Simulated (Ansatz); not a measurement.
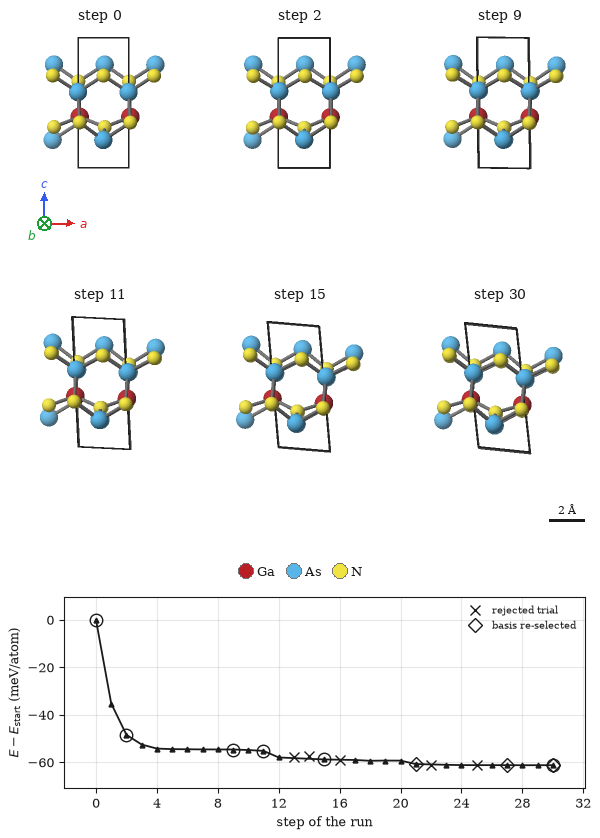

Frames of a relaxation of crystalline GaAs₃N₄ (built on the MgZn3S4-6 type type), marked on the history of the run. Style: ball-and-stick. Shown: the cell of the calculation, reduced to other axes, along the b axis. Lengths and directions refer to the drawn axes.

Case: shaken.

Computed with Ansatz, DFT, PBEsol, plane waves, PAW. (plane-wave cutoff 420 eV; k-point mesh 4 × 6 × 2; occupations fermi dirac; smearing width 0.05 eV; no spin polarisation; cell and atoms relaxed; force threshold 0.01 eV/Å; at most 120 steps)

**Describe the path.**

The largest move relative to the cell is that of an As atom, 0.43 Å roughly along +a. Largest moves by element: As 0.43 Å, N 0.37 Å, Ga 0.26 Å. The volume changes by −5.4 %, with a 2.937 → 2.997 Å (+2.1 %), b 5.646 → 5.579 Å (−1.2 %), c 7.545 → 7.246 Å (−4.0 %), α 92.0° → 93.9°, β 90.1° → 102.0°, γ 91.1° → 90.0°. Near-neighbour distances that change, for instance: Ga–N 1.890 → 2.042 Å, As–N 2.099 → 2.002 Å, As–N 1.809 → 1.878 Å, As–N 1.935 → 2.002 Å. Among the angles between lasting bonds that change: N–Ga–N 98.3° → 105.3°, Ga–N–Ga 98.3° → 105.3°, N–As–N 108.5° → 102.6°. The space group stays P1 (No. 1). After 22 accepted moves (30 points after the start) the energy has fallen by 61.1 meV per atom. The largest force component goes from 2.7 to 0.0056 eV/Å. The pressure goes from 1.55 to 0.00 GPa. The line search rejected the trial steps at points 13, 14, 16, 22, 25 of the run. At 3 points the geometry stayed and the basis and grid were re-selected for the new cell (energy shift of 1.4 meV per atom at most each time). From step 0 to 2: an As atom moves most (0.13 Å), volume +0.2 %, energy −48.4 meV per atom. From step 2 to 9: an N atom moves most (0.07 Å), volume +0.8 %, energy −6.2 meV per atom. From step 9 to 11: an As atom moves most (0.17 Å), volume −0.8 %, energy −0.6 meV per atom. From step 11 to 15: As atoms move most (0.17 Å), volume −4.5 %, energy −3.6 meV per atom. From step 15 to 30: an As atom moves most (0.09 Å), volume −1.2 %, energy −2.4 meV per atom.

| step | E − E(0), meV/atom | largest force component, eV/Å | pressure, GPa | volume, Å³/atom | note |
| --- | --- | --- | --- | --- | --- |
| 0 | 0.00 | 2.7254 | 1.55 | 15.624 |  |
| 1 | -35.19 | 1.1298 | 0.65 | 15.510 |  |
| 2 | -48.37 | 0.7002 | -0.13 | 15.656 |  |
| 3 | -52.45 | 0.3635 | -0.30 | 15.768 |  |
| 4 | -54.15 | 0.1032 | 0.14 | 15.756 |  |
| 5 | -54.38 | 0.0671 | 0.04 | 15.777 |  |
| 6 | -54.44 | 0.0324 | 0.01 | 15.791 |  |
| 7 | -54.50 | 0.0071 | 0.00 | 15.783 |  |
| 8 | -54.52 | 0.0135 | 0.01 | 15.778 |  |
| 9 | -54.54 | 0.0282 | -0.02 | 15.778 |  |
| 10 | -54.76 | 0.1265 | -0.18 | 15.715 |  |
| 11 | -55.12 | 0.1144 | -0.22 | 15.657 |  |
| 12 | -57.89 | 0.1514 | 0.21 | 15.117 |  |
| 13 | -57.86 | 0.1565 | 0.47 | 14.627 | rejected |
| 14 | -57.33 | 0.3295 | -0.08 | 14.770 | rejected |
| 15 | -58.73 | 0.0335 | 0.05 | 14.959 |  |
| 16 | -58.92 | 0.0999 | 0.00 | 14.847 | rejected |
| 17 | -58.95 | 0.0121 | 0.02 | 14.903 |  |
| 18 | -59.29 | 0.0492 | 0.02 | 14.766 |  |
| 19 | -59.19 | 0.0212 | -0.01 | 14.814 |  |
| 21 | -60.66 | 0.0051 | 0.11 | 14.808 | same geometry, new basis |
| 22 | -60.98 | 0.1580 | 0.21 | 14.577 | rejected |
| 23 | -60.98 | 0.0518 | -0.03 | 14.804 |  |
| 24 | -61.12 | 0.0336 | -0.01 | 14.781 |  |
| 25 | -61.09 | 0.0494 | 0.04 | 14.793 | rejected |
| 26 | -61.13 | 0.0081 | 0.00 | 14.783 |  |
| 27 | -61.13 | 0.0080 | 0.00 | 14.783 | same geometry, new basis |
| 28 | -61.16 | 0.0134 | 0.01 | 14.772 |  |
| 29 | -61.15 | 0.0056 | 0.00 | 14.778 |  |
| 30 | -61.14 | 0.0056 | 0.00 | 14.778 | same geometry, new basis |

Limits of the set-up: layers or molecules are held without a dispersion correction, so their spacing is unreliable.
